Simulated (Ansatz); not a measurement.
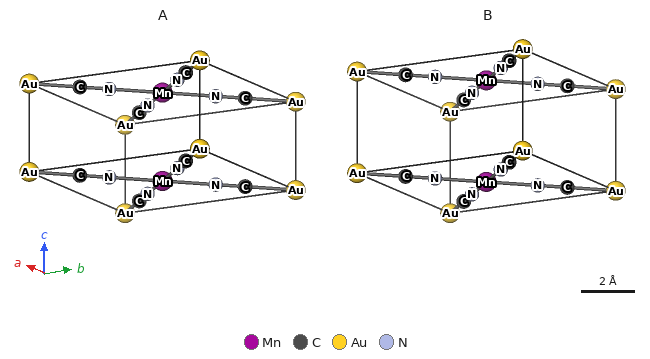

Two geometries of crystalline MnAuC₄N₄ (a generated structure, set up in P4/mmm) (coarse preliminary run), drawn at one scale. One is the start of a relaxation, the other its converged end. A ball-and-stick model of the cell of the calculation, seen from a free direction.

Computed with DFT PBE, scalar-relativistic, plane waves, PAW (Ansatz 0.2.0). Set-up: plane-wave cutoff 420 eV; k-point mesh 4 × 4 × 4; occupations gaussian; smearing width 0.1 eV; collinear spin; cell and atoms relaxed; force threshold 0.04 eV/Å; at most 70 steps.

Question: Which geometry has the lower energy?

Answer: Structure A is the relaxed one. The largest moves relative to the cell, 0.025 Å, are those of C atoms. Largest moves by element: C 0.025 Å, N 0.015 Å. Mn and Au stay in place. Cell: a = b 7.237 → 7.454 Å (+3.0 %), c 3.987 → 3.469 Å (−13.0 %). Volume −7.7 %. Near-neighbour distances that change, for instance: Au–C 1.917 → 2.000 Å, Mn–N 2.030 → 2.106 Å, C–N 1.170 → 1.165 Å. The space group stays P4/mmm (No. 123). Over 4 accepted moves (5 points after the start) the energy falls by 50.5 meV per atom. The largest force component goes from 1.3 to 0.023 eV/Å. The pressure goes from 4.53 to −0.01 GPa. The SCF was repeated once at an unchanged geometry on a basis and grid sized afresh for the cell, which shifted the energy by 0.2 meV per atom at most. The run took 57 s on 1 thread of AMD EPYC 9R45 96-Core Processor (Zen 5), with other jobs on the host, peak memory 0.71 GiB.

Limits of the set-up: the k-point mesh is coarse for a cell with partly filled bands; layers or molecules are held without a dispersion correction, so their spacing is unreliable.
